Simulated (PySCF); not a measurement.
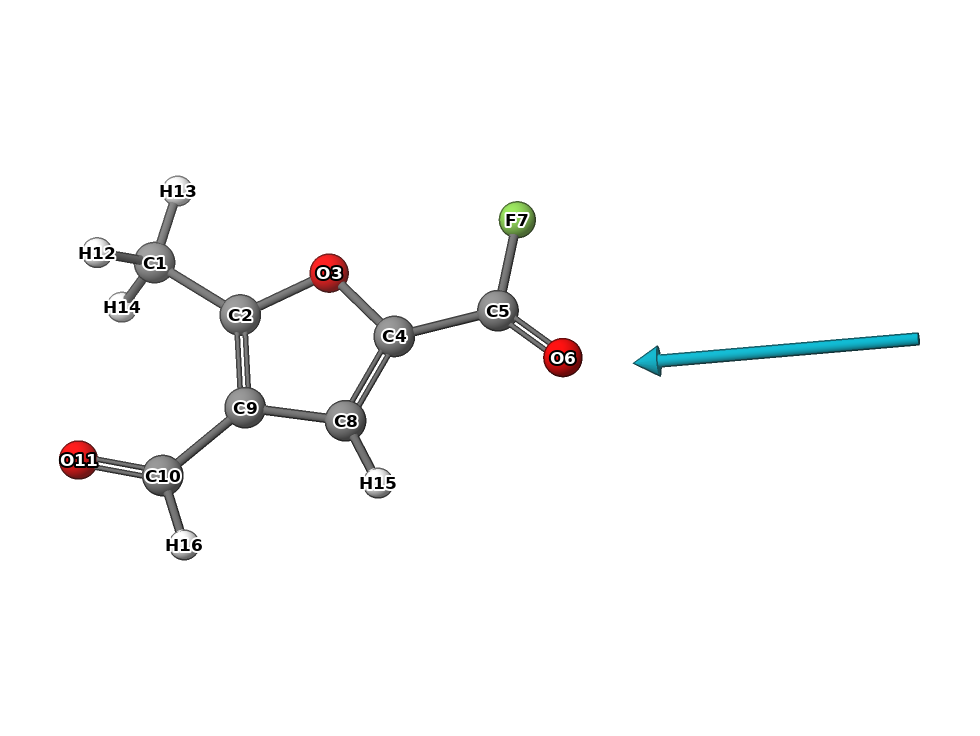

The arrow beside the molecule shows the direction of the dipole moment, from the negative to the positive end (its length means nothing). The computed structure is the end point of a GFN2-xTB optimisation. No frequency run is at hand to confirm it as a minimum. Properties computed with PBE0/pcSseg-1, gas phase (PySCF 2.14.0).

> Estimate the dipole moment.

2.05 D; it points from the side of O6 to the side of O11 (the outermost atoms at the two ends).
